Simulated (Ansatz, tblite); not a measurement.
# Ru(P5)2 (P10Ru): one state, many levels

Aim: run the singlet of Ru(P5)2 (P10Ru) at one geometry on many levels, and compare frontier levels, spin and run time.

The runs use Ansatz 0.2.0, Gaussian basis; as each input shows.

Plan: GFN1-xTB, GFN2-xTB, PBE-D4/def2-TZVP, r2SCAN-D4/def2-TZVP, r2SCAN0-D4/def2-TZVP, HF/def2-TZVP, PBE-D4/def2-SVP, PBE0-D4/def2-SVP, MP2/def2-SVP, RPA/def2-SVP.

7 further runs of the same task are left out: 3 that didn't finish, 4 set aside as unsound or not needed. Runs told in other sessions of the task aren't counted.

### 1 The relaxed structure

The geometry is that of the singlet, from an earlier relaxation (PBE0-D4/def2-SVP).

11 atoms, charge 0, spin multiplicity 1.

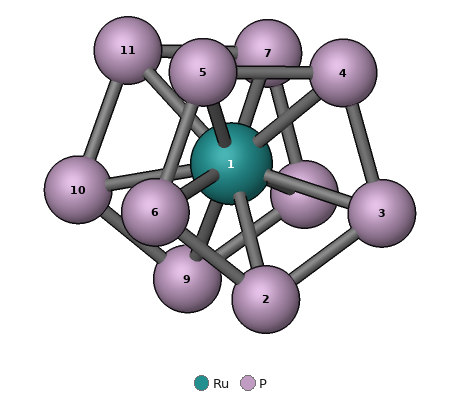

The structure; ruthenium teal, phosphorus pink; atoms are numbered from 1 in the order of the file.

Formally the metal is d6. Ru takes a core potential in the def2 sets. No spin-orbit coupling is included.

PBE0-D4/def2-TZVP was run before; its log isn't repeated, and its numbers join the tables.

### 2 GFN1-xTB

Tight binding, by tblite at 300 K electronic temperature and without a spin-polarisation term:

```python
tblite.interface.Calculator('GFN1-xTB', numbers, positions, charge=0, uhf=0).singlepoint()
```

Energy -809.7580 eV, HOMO -9.66 eV, LUMO -7.88 eV; 0.12 s.

### 3 GFN2-xTB

Tight binding, by tblite at 300 K electronic temperature and without a spin-polarisation term:

```python
tblite.interface.Calculator('GFN2-xTB', numbers, positions, charge=0, uhf=0).singlepoint()
```

Energy -777.7868 eV, HOMO -10.54 eV, LUMO -9.02 eV; 0.13 s.

### 4 PBE-D4/def2-TZVP

start.molden holds the orbitals of an earlier run on this state, given as this run's starting guess.

Contents of in.yaml:

```yaml
crystal:
  periodic: [false, false, false]
  atoms:
    - {symbol: Ru, position_ang: [0.000067, 0.000322, 0.000009]}
    - {symbol: P, position_ang: [-1.701585, 0.633344, 1.720715]}
    - {symbol: P, position_ang: [-1.140878, -1.427997, 1.707527]}
    - {symbol: P, position_ang: [0.993520, -1.532258, 1.709412]}
    - {symbol: P, position_ang: [1.751896, 0.464651, 1.724248]}
    - {symbol: P, position_ang: [0.086316, 1.802767, 1.733008]}
    - {symbol: P, position_ang: [0.974839, -1.523453, -1.727834]}
    - {symbol: P, position_ang: [-1.157970, -1.385990, -1.731000]}
    - {symbol: P, position_ang: [-1.688140, 0.683184, -1.714189]}
    - {symbol: P, position_ang: [0.118145, 1.824137, -1.709250]}
    - {symbol: P, position_ang: [1.763779, 0.461283, -1.712656]}
basis:
  gaussian: {orbitals: def2-TZVP, initial_orbitals: start.molden}
hamiltonian: {xc: pbe, dispersion: d4}
scf: {omitted_lower_state_checks: [starts]}
output: {orbitals: {seedname: orbitals}}
```

Command:

```
> ansatz run in.yaml --threads 4 --pin off --events-out ev --progress --plain --max-ram 6963MiB
```

What it wrote:

```text
Functional definition: PBE
  name "PBE"
  cite "Perdew, Burke & Ernzerhof, Phys. Rev. Lett. 77, 3865 (1996) doi:10.1103/PhysRevLett.77.3865"
  parent pbe
  parameter kappa = 0.804
  parameter beta = 0.06672455060314922
  exchange = pbe_x(kappa = kappa, mu = beta*pi^2/3)
  correlation = pbe_c(beta = beta)
these checks for a lower state are left out or cut short: starts
3054 factors; their error is unknown
mean field evaluation 1: about -95439.9681 eV, gradient 2.1e1 eV
mean field evaluation 2: about -95440.2775 eV, gradient 4.9e-1 eV
mean field evaluation 4: about -95440.2688 eV, gradient 6.7e-2 eV
mean field -95440.26885816 eV, -3507.3651887996 hartree, gradient 5.6e-5 eV, S^2 0.000000; 0 other end points of the search recorded, 0 dependent functions left out
reference -95440.26890558 eV, -3507.3651905422 hartree; 83, 83 occupied and 327, 327 virtual orbitals, 3054 factors
Total energy: -95441.78421290 eV, -3507.4208770591 hartree
Checks for a lower state left out: starts
```

It took 15 s on 4 threads of Intel Xeon Platinum 8175M at 2.50GHz, shared host; peak memory 1.6 GiB.

HOMO -5.71 eV, LUMO -3.47 eV.

### 5 r2SCAN-D4/def2-TZVP

Changes to in.yaml since step 4:

```diff
@@ -16,4 +16,4 @@
   gaussian: {orbitals: def2-TZVP, initial_orbitals: start.molden}
-hamiltonian: {xc: pbe, dispersion: d4}
+hamiltonian: {xc: r2scan, dispersion: d4}
 scf: {omitted_lower_state_checks: [starts]}
-output: {orbitals: {seedname: orbitals}}
+output: {forces: true, orbitals: {seedname: orbitals}}
```

Launched as before.

What it wrote, shortened:

```text
Functional definition: r2SCAN
  name "r2SCAN"
  cite "Furness, Kaplan, Ning, Perdew & Sun, J. Phys. Chem. Lett. 11, 8208 (2020) doi:10.1021/acs.jpclett.0c02405"
  cite "Furness, Kaplan, Ning, Perdew & Sun, J. Phys. Chem. Lett. 11, 9248 (2020) doi:10.1021/acs.jpclett.0c03077"
  parent r2scan
[...]
3054 factors; their error is unknown
[...]
mean field -95475.50757944 eV, -3508.6601879212 hartree, gradient 2.6e-5 eV, S^2 0.000000; 0 other end points of the search recorded, 0 dependent functions left out
[...]
reference -95475.50759293 eV, -3508.6601884168 hartree; 83, 83 occupied and 327, 327 virtual orbitals, 3054 factors
Total energy: -95475.85920067 eV, -3508.6731097631 hartree
Atom 0 at     0.000067     0.000322     0.000009 Å, force     0.000591     0.000663    -0.000220 eV/Å
Atom 1 at    -1.701585     0.633344     1.720715 Å, force     0.177383    -0.064562     0.056914 eV/Å
Atom 2 at    -1.140878    -1.427997     1.707527 Å, force     0.120457     0.139317     0.052214 eV/Å
Atom 3 at     0.993520    -1.532258     1.709412 Å, force    -0.110861     0.149727     0.053622 eV/Å
Atom 4 at     1.751896     0.464651     1.724248 Å, force    -0.181626    -0.045918     0.054780 eV/Å
Atom 5 at     0.086316     1.802767     1.733008 Å, force    -0.005990    -0.180746     0.044941 eV/Å
Atom 6 at     0.974839    -1.523453    -1.727834 Å, force    -0.113446     0.149869    -0.052551 eV/Å
Atom 7 at    -1.157970    -1.385990    -1.731000 Å, force     0.126353     0.128928    -0.045402 eV/Å
Atom 8 at    -1.688140     0.683184    -1.714189 Å, force     0.183282    -0.068795    -0.063949 eV/Å
Atom 9 at     0.118145     1.824137    -1.709250 Å, force    -0.008708    -0.174241    -0.041233 eV/Å
Atom 10 at     1.763779     0.461283    -1.712656 Å, force    -0.187435    -0.034243    -0.059117 eV/Å
Dipole moment:    -0.000056    -0.000284    -0.000004 e Å
Checks for a lower state left out: starts
```

Wall time 36 s (4 threads of Intel Xeon Platinum 8175M at 2.50GHz, shared host); peak memory 1.7 GiB.

Report: HOMO -5.96 eV, LUMO -3.47 eV.

### 6 r2SCAN0-D4/def2-TZVP

Changes to in.yaml since step 5:

```diff
@@ -16,4 +16,4 @@
   gaussian: {orbitals: def2-TZVP, initial_orbitals: start.molden}
-hamiltonian: {xc: r2scan, dispersion: d4}
+hamiltonian: {xc: {name: r2SCAN0}, dispersion: d4}
 scf: {omitted_lower_state_checks: [starts]}
-output: {forces: true, orbitals: {seedname: orbitals}}
+output: {orbitals: {seedname: orbitals}}
```

Same command.

What it wrote, shortened:

```text
Functional definition: r2SCAN0
  name "r2SCAN0"
  cite "Bursch, Neugebauer, Ehlert & Grimme, J. Chem. Phys. 156, 134105 (2022) doi:10.1063/5.0086040"
  cite "Furness, Kaplan, Ning, Perdew & Sun, J. Phys. Chem. Lett. 11, 8208 (2020) doi:10.1021/acs.jpclett.0c02405"
  cite "Furness, Kaplan, Ning, Perdew & Sun, J. Phys. Chem. Lett. 11, 9248 (2020) doi:10.1021/acs.jpclett.0c03077"
  parent r2scan
[...]
3198 factors; their error is unknown
[...]
mean field -95471.85835132 eV, -3508.5260812611 hartree, gradient 1.4e-5 eV, S^2 0.000000; 0 other end points of the search recorded, 0 dependent functions left out
reference -95471.85836197 eV, -3508.5260816526 hartree; 83, 83 occupied and 327, 327 virtual orbitals, 3198 factors
Total energy: -95472.30703612 eV, -3508.5425701233 hartree
Checks for a lower state left out: starts
```

It took 60 s on 4 threads of Intel Xeon Platinum 8175M at 2.50GHz, shared host; peak memory 3.5 GiB.

From the report: HOMO -6.81 eV, LUMO -2.73 eV.

### 7 HF/def2-TZVP

Changes to in.yaml since step 6:

```diff
@@ -16,3 +16,3 @@
   gaussian: {orbitals: def2-TZVP, initial_orbitals: start.molden}
-hamiltonian: {xc: {name: r2SCAN0}, dispersion: d4}
+hamiltonian: {xc: hf}
 scf: {omitted_lower_state_checks: [starts]}
```

Launched as before.

What it wrote:

```text
Functional definition: HF
  name "HF"
  cite "Fock, Z. Phys. 61, 126 (1930) doi:10.1007/BF01340294"
  parent pbe
  exchange = exact_x
  correlation = 0
these checks for a lower state are left out or cut short: starts
3877 factors; their error is unknown
mean field evaluation 1: about -95283.3833 eV, gradient 6.0e1 eV
mean field evaluation 2: about -95285.7383 eV, gradient 3.2e0 eV
mean field evaluation 4: about -95286.3456 eV, gradient 2.7e-1 eV
mean field -95286.34574490 eV, -3501.7086187202 hartree, gradient 1.5e-5 eV, S^2 0.000000; 0 other end points of the search recorded, 0 dependent functions left out
reference -95286.34574490 eV, -3501.7086187202 hartree; 83, 83 occupied and 327, 327 virtual orbitals, 3877 factors
Total energy: -95286.34574490 eV, -3501.7086187202 hartree
Checks for a lower state left out: starts
```

Run time: 45 s. Hardware: 4 threads of Intel Xeon Platinum 8175M at 2.50GHz, shared host; peak memory 3.7 GiB.

Report: HOMO -8.61 eV, LUMO 0.61 eV.

### 8 PBE-D4/def2-SVP

Changes to in.yaml since step 7:

```diff
@@ -15,4 +15,4 @@
 basis:
-  gaussian: {orbitals: def2-TZVP, initial_orbitals: start.molden}
-hamiltonian: {xc: hf}
+  gaussian: {orbitals: def2-SVP, initial_orbitals: start.molden}
+hamiltonian: {xc: pbe, dispersion: d4}
 scf: {omitted_lower_state_checks: [starts]}
```

Launched as before.

What it wrote:

```text
Functional definition: PBE
  name "PBE"
  cite "Perdew, Burke & Ernzerhof, Phys. Rev. Lett. 77, 3865 (1996) doi:10.1103/PhysRevLett.77.3865"
  parent pbe
  parameter kappa = 0.804
  parameter beta = 0.06672455060314922
  exchange = pbe_x(kappa = kappa, mu = beta*pi^2/3)
  correlation = pbe_c(beta = beta)
these checks for a lower state are left out or cut short: starts
2369 factors; their error is unknown
mean field evaluation 1: about -95406.8691 eV, gradient 1.5e1 eV
mean field evaluation 2: about -95407.2384 eV, gradient 4.3e-1 eV
mean field evaluation 4: about -95407.1948 eV, gradient 5.1e-2 eV
mean field -95407.19482779 eV, -3506.1497406018 hartree, gradient 2.4e-5 eV, S^2 0.000000; 0 other end points of the search recorded, 0 dependent functions left out
reference -95407.19488012 eV, -3506.1497425252 hartree; 83, 83 occupied and 128, 128 virtual orbitals, 2369 factors
Total energy: -95408.71018744 eV, -3506.2054290421 hartree
Checks for a lower state left out: starts
```

Run time: 7 s. Hardware: 4 threads of Intel Xeon Platinum 8175M at 2.50GHz, shared host.

HOMO -5.84 eV, LUMO -3.52 eV.

### 9 PBE0-D4/def2-SVP

Changes to in.yaml since step 8:

```diff
@@ -16,3 +16,3 @@
   gaussian: {orbitals: def2-SVP, initial_orbitals: start.molden}
-hamiltonian: {xc: pbe, dispersion: d4}
+hamiltonian: {xc: pbe0, dispersion: d4}
 scf: {omitted_lower_state_checks: [starts]}
```

The command is unchanged.

What it wrote:

```text
Functional definition: PBE0
  name "PBE0"
  cite "Adamo & Barone, J. Chem. Phys. 110, 6158 (1999) doi:10.1063/1.478522"
  cite "Perdew, Burke & Ernzerhof, Phys. Rev. Lett. 77, 3865 (1996) doi:10.1103/PhysRevLett.77.3865"
  parent pbe
  parameter a = 0.25
  parameter kappa = 0.804
  parameter beta = 0.06672455060314922
  exchange = (1 - a)*pbe_x(kappa = kappa, mu = beta*pi^2/3) + a*exact_x
  correlation = pbe_c(beta = beta)
these checks for a lower state are left out or cut short: starts
1912 factors; integrals over basis functions are off by at most 1.2e-3 eV
mean field evaluation 1: about -95412.3053 eV, gradient 1.1e1 eV
mean field evaluation 2: about -95412.5102 eV, gradient 2.0e-1 eV
mean field evaluation 4: about -95412.7353 eV, gradient 7.7e-4 eV
mean field -95412.73533272 eV, -3506.3533504027 hartree, gradient 2.1e-5 eV, S^2 0.000000; 0 other end points of the search recorded, 0 dependent functions left out
reference -95412.73537124 eV, -3506.3533518182 hartree; 83, 83 occupied and 128, 128 virtual orbitals, 1912 factors
Total energy: -95414.06931907 eV, -3506.4023734966 hartree
Checks for a lower state left out: starts
```

Run time: 12 s. Hardware: 4 threads of Intel Xeon Platinum 8175M at 2.50GHz, shared host; peak memory 0.88 GiB.

From the report: HOMO -6.83 eV, LUMO -2.82 eV.

### 10 MP2/def2-SVP

Changes to in.yaml since step 9:

```diff
@@ -16,3 +16,3 @@
   gaussian: {orbitals: def2-SVP, initial_orbitals: start.molden}
-hamiltonian: {xc: pbe0, dispersion: d4}
+correlation: {method: mp2}
 scf: {omitted_lower_state_checks: [starts]}
```

Same command.

What it wrote:

```text
Functional definition: HF
  name "HF"
  cite "Fock, Z. Phys. 61, 126 (1930) doi:10.1007/BF01340294"
  parent pbe
  exchange = exact_x
  correlation = 0
these checks for a lower state are left out or cut short: starts
1912 factors; integrals over basis functions are off by at most 1.2e-3 eV
mean field evaluation 1: about -95250.3582 eV, gradient 3.2e1 eV
mean field evaluation 2: about -95252.5049 eV, gradient 1.9e0 eV
mean field evaluation 4: about -95253.4407 eV, gradient 2.0e0 eV
mean field evaluation 8: about -95253.4562 eV, gradient 5.4e-4 eV
mean field -95253.45621518 eV, -3500.4999507965 hartree, gradient 8.1e-6 eV, S^2 0.000000; 0 other end points of the search recorded, 0 dependent functions left out
50 core orbitals not correlated: weight in the atoms' cores, before any rotation towards them, 1.000 or more for the frozen orbitals, at most 0.000 for the correlated occupied ones
reference -95253.45621518 eV, -3500.4999507965 hartree; 33, 33 occupied and 128, 128 virtual orbitals, 1912 factors
second order -48.28207709 eV of doubles, -0.00000000 eV of singles
Total energy: -95301.73829228 eV, -3502.2742844029 hartree
Checks for a lower state left out: starts
```

It took 12 s on 4 threads of Intel Xeon Platinum 8175M at 2.50GHz, shared host; peak memory 0.86 GiB.

Report: Hartree-Fock HOMO -8.76 eV, LUMO 0.68 eV.

### 11 RPA/def2-SVP

Changes to in.yaml since step 10:

```diff
@@ -16,4 +16,4 @@
   gaussian: {orbitals: def2-SVP, initial_orbitals: start.molden}
-correlation: {method: mp2}
+hamiltonian: {xc: pbe}
+correlation: {method: rpa}
 scf: {omitted_lower_state_checks: [starts]}
-output: {orbitals: {seedname: orbitals}}
```

Launched as before.

What it wrote, shortened:

```text
Functional definition: PBE
  name "PBE"
  cite "Perdew, Burke & Ernzerhof, Phys. Rev. Lett. 77, 3865 (1996) doi:10.1103/PhysRevLett.77.3865"
  parent pbe
[...]
1912 factors; integrals over basis functions are off by at most 1.2e-3 eV
[...]
mean field -95407.19468942 eV, -3506.1497355171 hartree, gradient 3.4e-6 eV, S^2 0.000000; 0 other end points of the search recorded, 0 dependent functions left out
50 core orbitals not correlated: weight in the atoms' cores, before any rotation towards them, 1.000 or more for the frozen orbitals, at most 0.000 for the correlated occupied ones
reference -95250.11699043 eV, -3500.3772365503 hartree; 33, 33 occupied and 128, 128 virtual orbitals, 1912 factors
Total energy: -95317.76809440 eV, -3502.8633687654 hartree
Checks for a lower state left out: starts
```

Wall time 12 s (4 threads of Intel Xeon Platinum 8175M at 2.50GHz, shared host); peak memory 0.7 GiB.

### 12 Comparison

| level | functions | HOMO (eV) | LUMO (eV) | gap (eV) | time |
| --- | --- | --- | --- | --- | --- |
| HF/def2-TZVP | 410 | -8.61 | 0.61 | 9.22 | 45 s |
| PBE-D4/def2-SVP | 211 | -5.84 | -3.52 | 2.32 | 7 s |
| PBE-D4/def2-TZVP | 410 | -5.71 | -3.47 | 2.24 | 15 s |
| r2SCAN-D4/def2-TZVP | 410 | -5.96 | -3.47 | 2.49 | 36 s |
| PBE0-D4/def2-SVP | 211 | -6.83 | -2.82 | 4.00 | 12 s |
| PBE0-D4/def2-TZVP | 410 | -6.67 | -2.73 | 3.94 | 49 s |
| r2SCAN0-D4/def2-TZVP | 410 | -6.81 | -2.73 | 4.08 | 60 s |

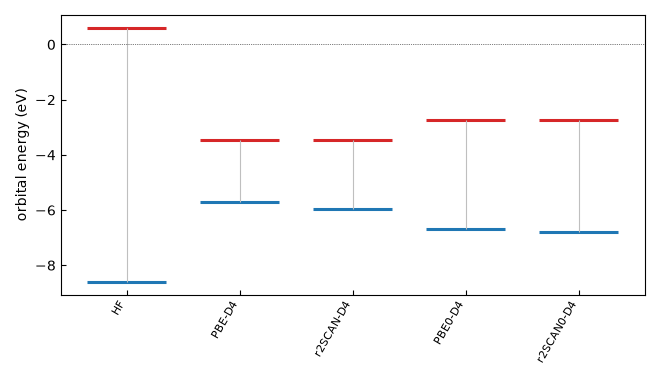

Highest filled (blue) and lowest empty (red) level in def2-TZVP.

Energy pieces by basis (eV):

| basis | HF | MP2 correlation | total |
| --- | --- | --- | --- |
| def2-SVP | -95253.4562 | -48.2821 | -95301.7383 (MP2) |

### 13 Binding energy

Free atoms were run apart at each level; binding is atoms less cluster, divided by the number of atoms, without zero-point or spin-orbit terms.

| level | binding an atom (eV) |
| --- | --- |
| HF/def2-SVP | 1.056 |
| HF/def2-TZVP | 1.209 |
| PBE-D4/def2-SVP | 3.794 |
| PBE-D4/def2-TZVP | 3.893 |
| r2SCAN-D4/def2-TZVP | 3.604 |
| PBE0-D4/def2-SVP | 3.504 |
| PBE0-D4/def2-TZVP | 3.622 |
| r2SCAN0-D4/def2-TZVP | 3.392 |
| RPA/def2-SVP | 2.969 |
| MP2/def2-SVP | 3.285 |

### 14 What came out

| quantity | value |
| --- | --- |
| gap in def2-TZVP, named functionals and Hartree-Fock, smallest and largest | 2.24 eV (PBE-D4), 9.22 eV (HF) |
| correlation energy, MP2/def2-SVP | -48.28 eV |
| binding an atom, functionals in def2-TZVP | 3.39 (r2SCAN0-D4) to 3.89 eV (PBE-D4) |
| PBE0 total energy, smallest basis above largest | 32.83 eV (def2-SVP, def2-TZVP) |

**Reading.** Orbital gaps of the named functionals and Hartree-Fock in def2-TZVP span 2.24 eV (PBE-D4) to 9.22 eV (HF); exact exchange widens it.

The slowest run with a step of its own, r2SCAN0-D4/def2-TZVP, took 60 s; the quickest functional in def2-TZVP took 15 s (shared host).
